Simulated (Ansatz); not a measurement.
How far to go with the k-point mesh at a smearing width of 0.3 eV: Cu3Pd (P4mm, 4 atoms in the cell)

```yaml
crystal:
  lattice:
    - [3.68295, 0.00000, 0.00000]
    - [0.00000, 3.68295, 0.00000]
    - [0.00000, 0.00000, 3.68295]
  atoms:
    - { symbol: Cu, position: [0.01358, 0.50000, 0.50000] }
    - { symbol: Cu, position: [0.50000, 0.00000, 0.50000] }
    - { symbol: Cu, position: [0.50000, 0.50000, 0.00000] }
    - { symbol: Pd, position: [0.00000, 0.00000, 0.00000] }
```

Level of theory: LDA (PW92), default PAW files made with PBE (plane waves; Ansatz, a quantum-chemistry and plane-wave program).

Base settings: basis.ecutwfc = 30.9 Ry; kpoints.mp_grid.grid = 9 9 9; hamiltonian.xc = lda; hamiltonian.pseudopotentials = {kind: paw} (the program's default PAW files); scf.occupations.method = fermi_dirac; scf.occupations.width = 0.0073 Ry.

In this ladder: scf.occupations.width = 0.022 Ry.

Only quantities that move along the ladder and can be compared are tabulated.

The count of work is k-points × plane waves × bands × iterations; it is no time. 

The starting cell comes from a database of computed structures (which also holds hypothetical and non-ambient phases and stackings), without a prior relaxation at this level. Its lattice was rescaled by up to half a per cent. One atom was moved a little off its site on purpose. Spin polarisation is off. In the base run, with a pressure of about -10 GPa the cell is away from its equilibrium volume at this level. Ansatz's pressure includes its estimate of the finite-basis (Pulay) stress.

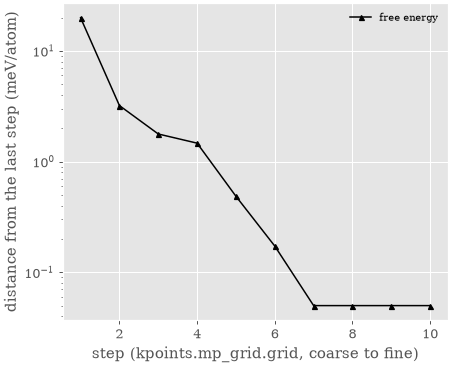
Distance from the last step along the ladder; very small values are drawn at a floor.

```tsv
kpoints.mp_grid.grid	free energy less the last step's (meV/atom)	pressure (GPa)	count of work / last
3 3 3	19.90	-9.04	0.0072
4 4 4	-3.20	-9.75	0.025
5 5 5	1.77	-9.16	0.025
6 6 6	-1.47	-9.31	0.055
7 7 7	0.49	-9.20	0.055
8 8 8	-0.17	-9.26	0.10
10 10 10	-0.04	-9.24	0.17
12 12 12	-0.01	-9.24	0.27
14 14 14	0.00	-9.24	0.40
17 17 17	0.00	-9.24	0.56
21 21 21	0.00	-9.24	1.0
```

Coarsest kpoints.mp_grid.grid that holds the free energy within 5 meV/atom of the last step, with all finer ones: 4 4 4, at 0.025 of the last step's count of work; the step before is off by 20 meV/atom.

Coarsest kpoints.mp_grid.grid that holds the pressure within 0.1 GPa of the last step, with all finer ones: 5 5 5, at 0.025 of the last step's count of work; the step before is off by 0.51 GPa.

Keys are those of Ansatz 0.2.
